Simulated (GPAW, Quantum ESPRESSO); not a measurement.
Consider CdF2 (Fm-3m).

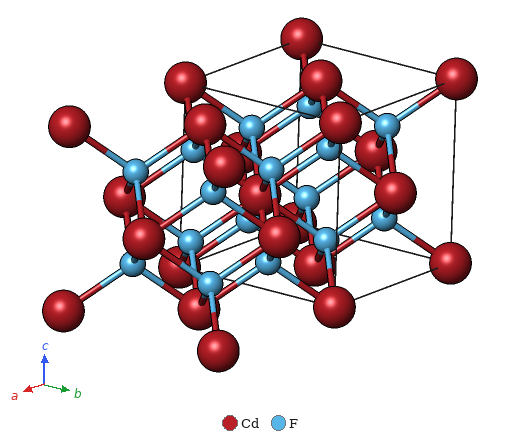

The structure (cadmium red, fluorine blue). 2×1×1 conventional cells are drawn. Some periodic images of atoms are drawn too.

```
Cd F
1.0
     0.00000    2.69400    2.69400
     2.69400    0.00000    2.69400
     2.69400    2.69400    0.00000
Cd F
1 2
Direct
  0.00000 0.00000 0.00000
  0.75000 0.75000 0.75000
  0.25000 0.25000 0.25000
```

Absorber: atom 2, with 4 Cd at 2.33 Å (tetrahedral, site symmetry -43m). Method: Quantum ESPRESSO XSpectra, PBE, full core hole (charged cell), 18-atom cell with 6.6 Å between holes, 4×4×4 k points, dipole transitions, Lorentzian half width 0.3 eV up to 4 eV, rising linearly to 2.5 eV at 25 eV (counted from xe0, 1.4 eV below the zero used here).

Q: Predict the near-edge structure at the F K edge.

Main maxima up to 24 eV above the zero (height): 3.9 eV (1.93), 7.0 eV (1.33), 9.8 eV (1.54) and 18.6 eV (1.26). A K edge sees empty p states on the absorber. The total-energy difference plus the lowest empty eigenvalue puts the zero at 692.18 eV. One term is added: -9.97 eV, since the hole is spin-paired here and a spin-polarised one costs that much less in the free atom (computed apart). The photon energy is then 682.21 eV. The functional and the charged cell's background leave an error of a few eV in such absolute values.

The F K spectrum (energy from the lowest empty level; intensity scaled to a mean of 1 over the first 20 eV; the points at xe0, where the cut of filled states can leave a spike, are interpolated):

```tsv
E (eV)	intensity
-2.0	0.03
-0.5	0.04
1.0	0.14
2.5	0.61
4.0	1.90
5.5	0.71
7.0	1.33
8.5	1.20
10.0	1.53
11.5	1.01
13.0	0.71
14.5	0.76
16.0	0.96
17.5	1.16
19.0	1.24
20.5	1.04
22.0	0.82
23.5	0.70
25.0	0.67
26.5	0.72
28.0	0.81
29.5	0.88
31.0	0.96
```

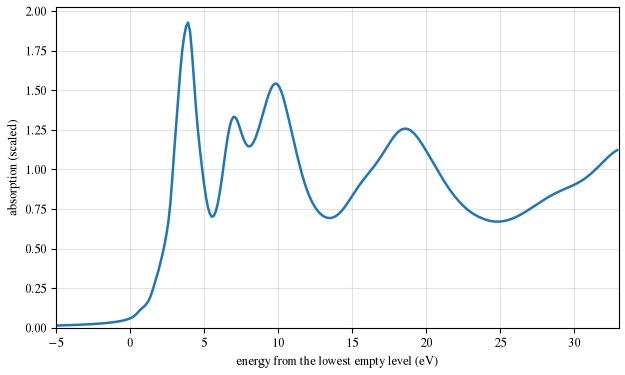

The F K edge.

Lifetime broadening is put in by hand, and intensities beyond about 20 eV depend on it and on the partial waves; weight that the partial waves miss at high energy is lost. The structure is a published determination, not relaxed.

[Banner, clock and machine lines of the logs are left out without a mark of their own.]

[Logs are printed without paths, hosts, clocks, repeated set-up lines and the standing remarks that a program may print on its own settings, such as how far it seeks lower states.]

[Hosts, paths, dates, database ids (printed as entryN), source tags and the programs' standing remarks are cut or masked in the printed files.]

[Lists of maxima count a maximum above −3 eV only where it reaches 4 % of the highest in the window and stands out from its surroundings by 2 % of it (1.5 % where it reaches 55 %); shoulders and weaker maxima are passed over, and of the rest the first, up to two pre-edge ones and the few strongest are named.]
